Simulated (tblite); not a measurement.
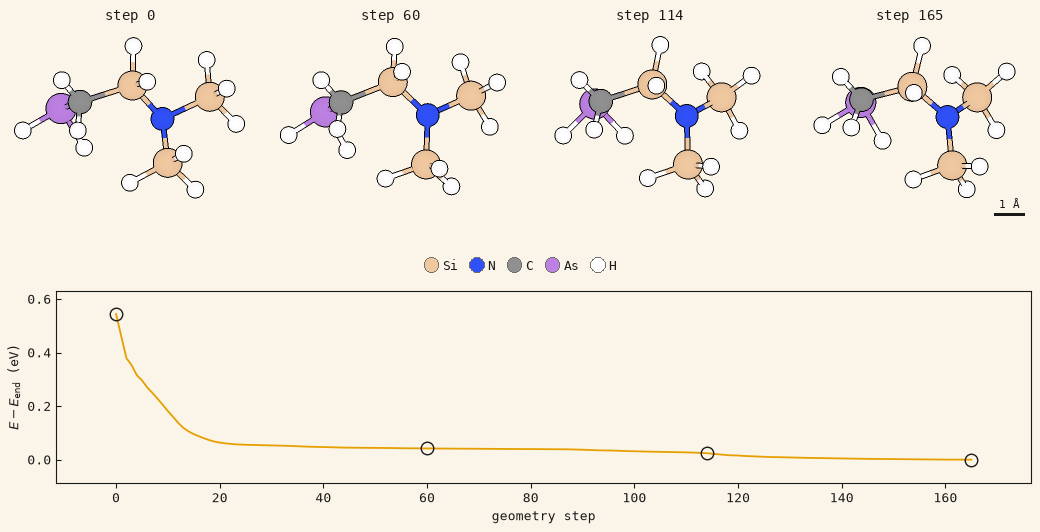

Frames of a relaxation of CH12AsNSi3, marked on the history of the run. Style: ball-and-stick. Shown at a tilt.

These are results of GFN2-xTB geometry optimisation, gas phase (tblite 0.8.0), not measurements. 

Q: Describe the path.

A: An H atom moves most after the best rigid fit: 1.37 Å. Largest moves by element: H 1.37 Å, N 0.79 Å, As 0.74 Å, Si 0.58 Å, C 0.15 Å. Some distances before and after: As–H 1.558 → 1.499 Å, As–H 1.572 → 1.520 Å, N–Si 1.797 → 1.746 Å, C–Si 1.868 → 1.898 Å. Among the angles between lasting bonds that change: Si–N–Si 108.1° → 122.4°, Si–N–Si 107.1° → 118.9°, Si–N–Si 107.5° → 118.7°. Over 165 geometry steps the energy falls by 0.544 eV. From step 0 to 60: N and H atoms move most (0.55 Å), energy −0.502 eV. From step 60 to 114: H atoms move most (0.80 Å), energy −0.018 eV. From step 114 to 165: an H atom moves most (0.41 Å), energy −0.024 eV.

```
step  E − E(0), eV
   0        0.0000
   1       -0.0819
   2       -0.1646
   3       -0.1909
   4       -0.2282
   5       -0.2476
   6       -0.2740
   7       -0.2943
   8       -0.3161
   9       -0.3388
  10       -0.3623
  18       -0.4711
  26       -0.4889
  34       -0.4931
  43       -0.4987
  51       -0.5000
  59       -0.5017
  67       -0.5030
  75       -0.5038
  83       -0.5044
  92       -0.5084
 100       -0.5125
 108       -0.5156
 116       -0.5237
 124       -0.5327
 132       -0.5367
 141       -0.5403
 149       -0.5418
 157       -0.5432
 165       -0.5439
```
